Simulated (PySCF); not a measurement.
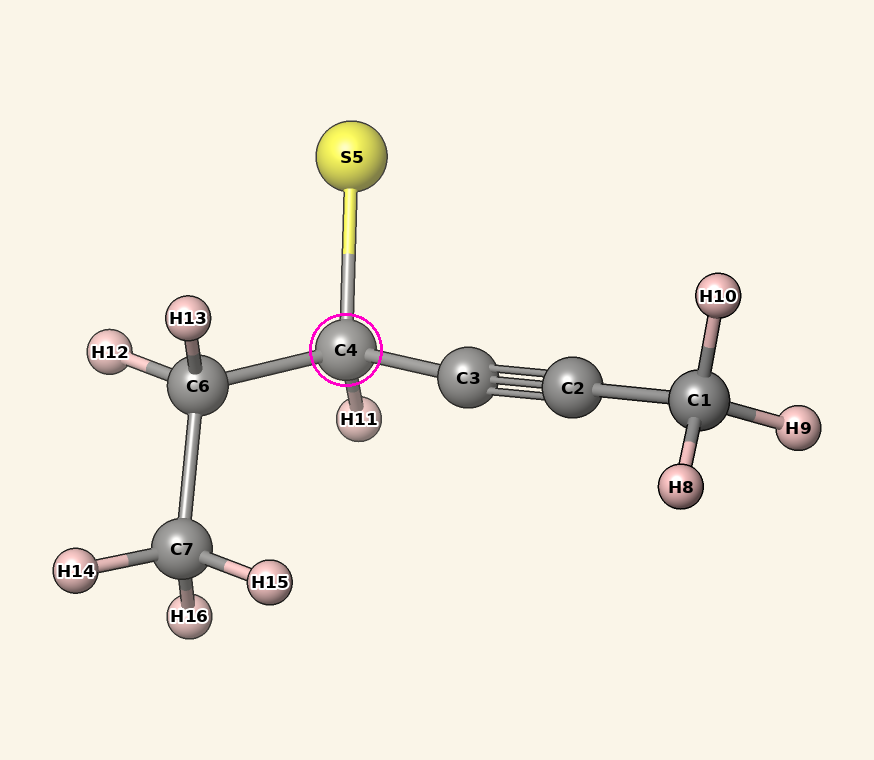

Atoms fade into the background with distance from the viewer. Circles mark the stereogenic atoms. The species has charge −1 and is a spin singlet. Computed geometry: GFN2-xTB optimisation. No frequency run is at hand to confirm it as a minimum.

> Give the R/S and E/Z labels.

C4: R (priorities S5 > C3 > C6 > H11).
